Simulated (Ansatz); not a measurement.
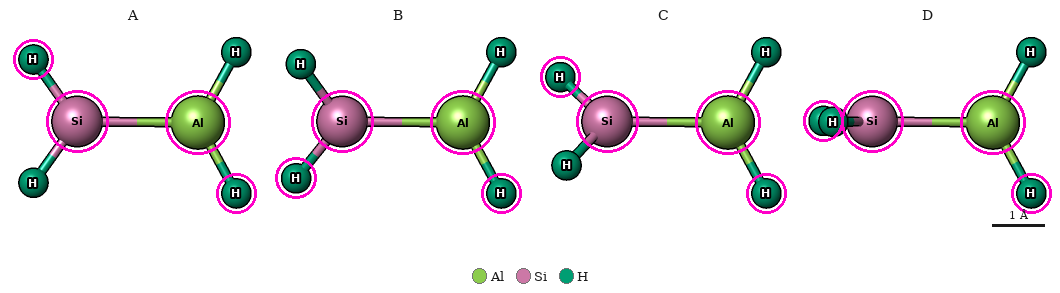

A scan of AlSiH₄ (multiplicity 2): one H–Al–Si–H dihedral angle is varied, with the rest of the molecule carried along rigidly. The picture is a ball-and-stick view, seen face on. The ringed atoms are those of the scanned coordinate.

Computed with Ansatz: CCSD(T), basis def2-TZVPP, on geometries moved rigidly from the minimum at PBE0-D4/def2-TZVP. Coupled cluster with a frozen core. Energies are counted from the PBE0-D4/def2-TZVP minimum geometry at the same level.

Question: Order these geometries by energy, lowest first.

Answer: Lowest first: A (the dihedral −179.7°, 0.0 kJ/mol), B (the dihedral −28.7°, 6.3 kJ/mol), C (the dihedral −141.2°, 10.9 kJ/mol), D (the dihedral −96.2°, 32.9 kJ/mol). Over the whole scan: the lowest computed point lies at the dihedral −179.7° (0.0 kJ/mol). A local maximum lies at −96.2° (32.9 kJ/mol). The highest point, at −96.2°, lies 32.9 kJ/mol above the lowest and gives an upper estimate of the barrier to rotation, since the rotor is rigid.
